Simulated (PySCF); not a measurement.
**BPH3F3 (SMILES [BH3-][P+](F)(F)F): levels of theory compared**

Aim: a comparison of 6 runs (HF/STO-3G, HF/3-21G, BHLYP/6-31G*, PBE/6-31G*, TPSS/6-31G*, CCSD(T)/6-31G*) of BPH3F3. The job is set up through a Python script.

Program for the calculation: PySCF 2.14.0.

4 further runs of the same task are left out: 4 set aside as unsound or not needed. Runs told in other sessions of the task aren't counted.

### Step 1. The molecule

BPH3F3 has 8 atoms, charge 0, and is taken as a singlet. As SMILES, `[BH3-][P+](F)(F)F`. The P2–F5 distance was set to 2.378 Å, away from the relaxed value. At this shape a bond of the SMILES string is far longer than usual.

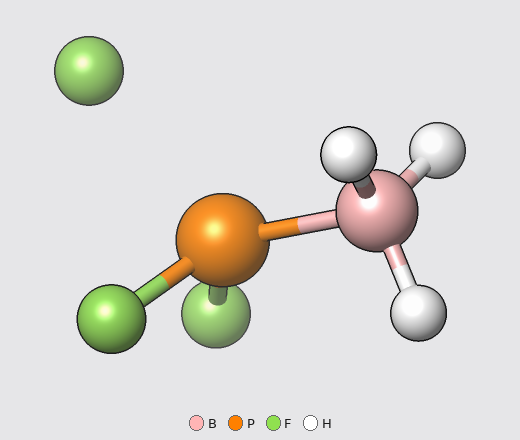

The structure, seen from a chosen angle (boron pink, phosphorus orange, fluorine green, hydrogen white).

### Step 2. The energy at HF/STO-3G (run 1)

Input file input.py:

```python
from pyscf import gto, scf

mol = gto.Mole()
mol.atom = [
    ('B', (-0.642325, 1.146239, 1.071489)),
    ('P', (-0.504215, -0.504491, 0.204159)),
    ('F', (-0.251285, -1.850551, 1.002379)),
    ('F', (-1.688805, -1.093951, -0.669391)),
    ('F', (1.170780, -0.931760, -1.428850)),
    ('H', (-1.561325, 1.024049, 1.804109)),
    ('H', (-0.824765, 1.926349, 0.202859)),
    ('H', (0.393455, 1.281119, 1.623759)),
]
mol.max_memory = 1860
mol.basis = 'sto-3g'
mol.spin = 0
mol.verbose = 4
mol.build()

hf = scf.RHF(mol)
hf.conv_tol = 1e-10
hf.kernel()
if not hf.converged:
    hf = hf.newton().run(hf.mo_coeff, hf.mo_occ)

e_final = hf.e_tot
print('E(%s) = %.9f' % ('HF', e_final))
```

Run with:

```
OMP_NUM_THREADS=1 python input.py
```

The log of the run:

```text
<dir> SyntaxWarning: invalid escape sequence '\W'
  S = {(paw_set(r)[0], bool(re.search(r"spin_orbit\W+true|paw_fr", str((r.get("files") or {}).get("input") or "")) or re.search("(?i)spin.orbit\W+(value\W+)?(true|yes)|value\W+spin-orbit", json.dumps(r.get("inputs"), default=str)))) for r in records}

PySCF version 2.14.0

[... 68 lines left out ...]
converged SCF energy = -656.935262044073
E(HF) = -656.935262044
```

It took 0.56 s on 1 thread of Intel Xeon 6975P-C (Granite Rapids), shared host; peak memory 0.096 GiB.

### Step 3. The energy at HF/3-21G (run 2)

Input file calc.py:

```python
from pyscf import gto

system = gto.M(
    atom='''
B     -1.213818     2.166078     2.024821
P     -0.952828    -0.953350     0.385805
F     -0.474860    -3.497035     1.894222
F     -3.191379    -2.067268    -1.264966
F      2.212454    -1.760771    -2.700135
H     -2.950477     1.935172     3.409272
H     -1.558580     3.640272     0.383348
H      0.743522     2.420964     3.068460
''',
    charge=0,
    verbose=4,
    spin=0,
    max_memory=1860,
    basis='3-21g',
    unit='bohr',
)

hf = system.RHF()
hf.conv_tol = 1e-10
hf.kernel()
if not hf.converged:
    hf = hf.newton().run(hf.mo_coeff, hf.mo_occ)

energy = hf.e_tot
print('E = %.10f Eh' % energy)
```

Run with:

```
OMP_NUM_THREADS=1 python calc.py
```

The log of the run:

```text
<dir> SyntaxWarning: invalid escape sequence '\W'
  S = {(paw_set(r)[0], bool(re.search(r"spin_orbit\W+true|paw_fr", str((r.get("files") or {}).get("input") or "")) or re.search("(?i)spin.orbit\W+(value\W+)?(true|yes)|value\W+spin-orbit", json.dumps(r.get("inputs"), default=str)))) for r in records}

PySCF version 2.14.0

[... 70 lines left out ...]
converged SCF energy = -661.856292810866
E = -661.8562928109 Eh
```

Wall time 0.87 s (1 thread of Intel Xeon 6975P-C (Granite Rapids), shared host); peak memory 0.13 GiB.

Run 3 isn't shown in full; the table further down has it.

### Step 4. The energy at PBE/6-31G(d) (spherical functions) (run 4)

Input file start.xyz:

```xyz
8
BF3H3P
B     -0.642325     1.146239     1.071489
P     -0.504215    -0.504491     0.204159
F     -0.251285    -1.850551     1.002379
F     -1.688805    -1.093951    -0.669391
F      1.170780    -0.931760    -1.428850
H     -1.561325     1.024049     1.804109
H     -0.824765     1.926349     0.202859
H      0.393455     1.281119     1.623759
```

Input file calc.py:

```python
from pyscf import gto, dft

system = gto.M(
    atom='start.xyz',
    basis='6-31g*',
    max_memory=1860,
    spin=0,
    verbose=3,
    charge=0,
)

mf = dft.RKS(system)
mf.xc = 'pbe'
mf.grids.level = 5
mf.conv_tol = 1e-10
mf.kernel()
if not mf.converged:
    mf = mf.newton().run(mf.mo_coeff, mf.mo_occ)

energy = mf.e_tot
print(f'total energy: {energy:.8f} hartree')
```

Run with:

```
OMP_NUM_THREADS=1 python calc.py
```

The log of the run:

```text
<dir> SyntaxWarning: invalid escape sequence '\W'
  S = {(paw_set(r)[0], bool(re.search(r"spin_orbit\W+true|paw_fr", str((r.get("files") or {}).get("input") or "")) or re.search("(?i)spin.orbit\W+(value\W+)?(true|yes)|value\W+spin-orbit", json.dumps(r.get("inputs"), default=str)))) for r in records}
converged SCF energy = -666.975327014514
total energy: -666.97532701 hartree
```

It took 17 s on 1 thread of Intel Xeon 6975P-C (Granite Rapids), shared host; peak memory 0.41 GiB.

Run 5 isn't shown in full; the table further down has it.

### Step 5. A single-point energy at CCSD(T)/6-31G(d) (spherical functions) (run 6)

Edit start.xyz of step 4 so:

```diff
@@ -1,3 +1,3 @@
 8
-BF3H3P
+
 B     -0.642325     1.146239     1.071489
```

Input file job.py:

```python
from pyscf import gto, scf, cc

mol = gto.M(
    atom='start.xyz',
    verbose=3,
    basis='6-31g*',
    spin=0,
    max_memory=1860,
)

mf = scf.RHF(mol)
mf.conv_tol = 1e-10
mf.kernel()
if not mf.converged:
    mf = mf.newton().run(mf.mo_coeff, mf.mo_occ)

mycc = cc.CCSD(mf, frozen=9)
mycc.kernel()
e_t = mycc.ccsd_t()
energy = mycc.e_tot + e_t
print(f'total energy: {energy:.8f} hartree')
```

Run with:

```
OMP_NUM_THREADS=1 python job.py
```

The log of the run:

```text
<dir> SyntaxWarning: invalid escape sequence '\W'
  S = {(paw_set(r)[0], bool(re.search(r"spin_orbit\W+true|paw_fr", str((r.get("files") or {}).get("input") or "")) or re.search("(?i)spin.orbit\W+(value\W+)?(true|yes)|value\W+spin-orbit", json.dumps(r.get("inputs"), default=str)))) for r in records}
converged SCF energy = -665.3486526105
E(CCSD) = -666.1202425281293  E_corr = -0.7715899176289849
CCSD(T) correction = -0.0238667401227101
total energy: -666.14410927 hartree
```

Wall time 16 s (1 thread of Intel Xeon 6975P-C (Granite Rapids), shared host); peak memory 0.35 GiB.

### Step 6. Overview of the runs

| run | level | integration grid | frozen core orbitals | energy (Eh) | dipole moment (D) of the reference | HOMO energy (eV) | LUMO energy (eV) | wall time |
| --- | --- | --- | --- | --- | --- | --- | --- | --- |
| 1 | HF/STO-3G | – | – | -656.935262 | 2.64 | -8.65 | 2.02 | 0.56 s |
| 2 | HF/3-21G | – | – | -661.856293 | 2.56 | -12.85 | -1.35 | 0.87 s |
| 3 | BHLYP/6-31G* (spherical functions) | 5 | – | -667.300889 | 3.15 | -11.16 | -3.53 | 15 s |
| 4 | PBE/6-31G* (spherical functions) | 5 | – | -666.975327 | 2.76 | -7.10 | -4.96 | 17 s |
| 5 | TPSS/6-31G* (spherical functions) | 5 | – | -667.514178 | 2.73 | -7.36 | -5.00 | 30 s |
| 6 | CCSD(T)/6-31G* (spherical functions) | – | 9 | -666.144109 | 3.61 | -13.30 | -1.08 | 16 s |

### Step 7. Results

| quantity | value |
| --- | --- |
| run 6: total energy | -666.14411 Eh |
| run 6: dipole moment (Hartree–Fock density) | 3.61 D |
| run 6: HOMO energy (Hartree–Fock orbitals) | -13.30 eV |
| run 6: LUMO energy (Hartree–Fock orbitals) | -1.08 eV |
| run 6: HOMO–LUMO gap (Hartree–Fock orbitals) | 12.22 eV |
| run 6: correlation energy (9 core orbitals frozen) | -795.5 mEh |
| run 6: (T) correction | -23.87 mEh |
| run 6: T1 diagnostic | 0.022 |

What this shows: Over runs 1, 2, 3, 4, 5 the dipole moment (its size) runs from 2.56 D (HF/3-21G) to 3.15 D (BHLYP/6-31G*). The two ends differ in method and basis. Over runs 1, 2, 3, 4, 5 the HOMO–LUMO gap runs from 2.14 eV (PBE/6-31G*) to 11.49 eV (HF/3-21G). Totals of different functionals can't be ranked against each other. In run 1 the basis is minimal, so the values are rough. In all runs a closed-shell determinant meets a far-stretched bond; if it breaks into open shells, such a determinant describes it badly, and no broken-symmetry solution was shown. All runs together took 80 s, the longest 30 s.
